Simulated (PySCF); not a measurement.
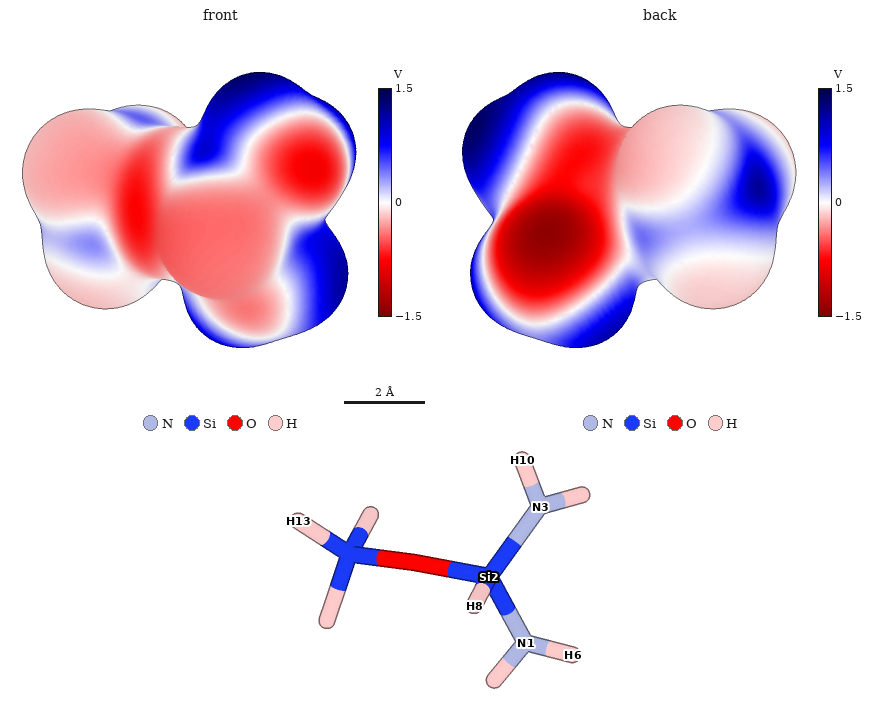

*H8N2OSi2 (SMILES N[SiH](N)O[SiH3]). The electrostatic potential painted on the density surface at 0.001 e/bohr³, seen from the front and from behind; red is negative and blue positive. The bare structure is drawn below in the same view.*

Geometry: GFN2-xTB, MD frame at 250 fs, 200 K.

Computed with PBE0/pcSseg-1, SCF density, gas phase, non-relativistic (PySCF 2.14.0).

Input

```
{"job": {"kind": "nmr", "xc": "PBE0", "basis": "pcSseg-1", "pop": false}, "charge": 0, "multiplicity": 1}
N     -1.525100     1.451000     0.600200
Si    -1.100400    -0.258800     0.626300
N     -1.840600    -1.039000    -0.679600
O      0.539000    -0.286100     0.487200
Si     2.099700     0.017900     0.132800
H     -2.501300     1.612700     0.630600
H     -0.934000     2.070400     1.103300
H     -1.370300    -0.750700     1.996400
H     -2.386000    -0.724600    -1.459500
H     -1.542400    -1.976900    -0.963200
H      2.192700     0.224300    -1.246400
H      2.523900     1.170200     0.872600
H      2.795600    -1.156200     0.576400
```

Command:

```sh
OMP_NUM_THREADS=1 python probes_run.py task.json out
```

Describe the electrostatic potential map.

Answer. The most negative region (about −1.4 V) lies over N1, the most positive (about +1.4 V) over H9 and H10. N1 is the likeliest acceptor of a hydrogen bond.
